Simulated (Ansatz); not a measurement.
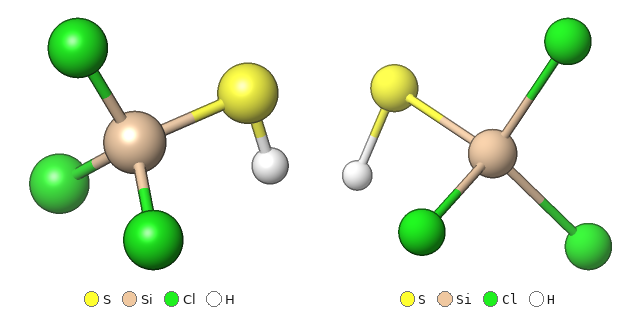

Both panels show the same species.

Computed geometry: PBE0-D4/def2-TZVP optimisation.

Question: Which formula does it have?

Answer: Cl₃HSSi, 6 atoms: 3 chlorine, 1 hydrogen, 1 sulfur and 1 silicon.

Question: Give the symmetry (Schoenflies symbol).

Answer: Cs.

Question: How many sets of symmetry-equivalent atoms are there?

Answer: 5: 1 S, 1 Si, 1 Cl, 2 Cl, 1 H.

More results for the same structure follow; atom numbers are the same in all pictures, views and colours differ.

Electronic properties

Method: RKS r2SCAN-D4/def2-TZVPP (Ansatz 0.2.0).

Predict the main results.

- dipole moment: 1.08 D
- HOMO energy (Kohn–Sham orbital): −7.24 eV
- LUMO energy (Kohn–Sham orbital): −1.25 eV
- HOMO–LUMO gap: 5.99 eV

Charges

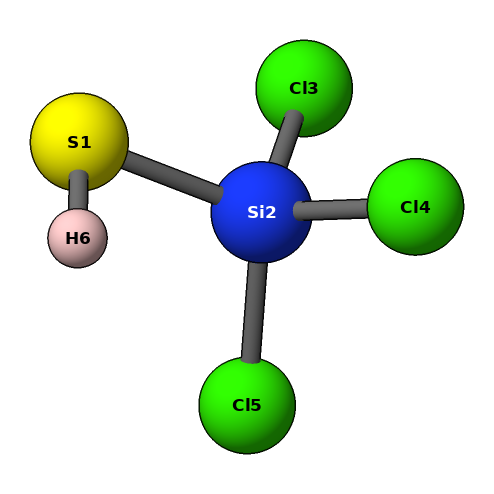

The questions are on Mulliken charges. Properties computed with RKS PBE0-D4/def2-TZVP (Ansatz 0.2.0).

Give the Mulliken charges atom by atom.

```json
{"atom": "S1", "value (e)": "−0.25"}
{"atom": "Si2", "value (e)": "0.60"}
{"atom": "Cl3", "value (e)": "−0.18"}
{"atom": "Cl4", "value (e)": "−0.18"}
{"atom": "Cl5", "value (e)": "−0.18"}
{"atom": "H6", "value (e)": "0.18"}
```

Vibrations

Harmonic vibrations computed with RKS PBE0-D4/def2-TZVP (Ansatz 0.2.0) at a stationary point of the same level.

Question: How many vibrational modes are there, and where do they lie?

Answer: 12 modes: 115, 139, 201, 205, 215, 215, 408, 601, 601, 603, 772, 2700 cm⁻¹.

Mulliken values depend strongly on the basis set and can even reverse the polarity of a bond.
